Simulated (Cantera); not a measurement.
Feed: 1 mol PbO, 0.62 mol H2, at 0.000940 bar.

Cantera equilibrium calculation (NASA polynomials, part measured and part estimated; ideal gas, pure solids and liquids). Candidate condensed phases: H2O, Pb, PbO, PbO2, Pb3O4; 12 gas species. Mutual solubility and eutectic melting of coexisting phases are not modelled. Gases not in the tables: (PbO)n polymers. The numbers say what is thermodynamically allowed, not how fast it happens.

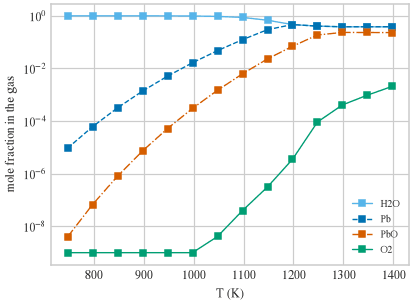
Equilibrium gas composition (values under 1e-9 drawn at 1e-9)

At 748 K the condensed part is Pb(l) + PbO(red). From 798 K to 1148 K the condensed part is Pb(l) + PbO(yellow). From 1198 K to 1248 K the condensed part is PbO(l). From 1298 K to 1398 K nothing is condensed.
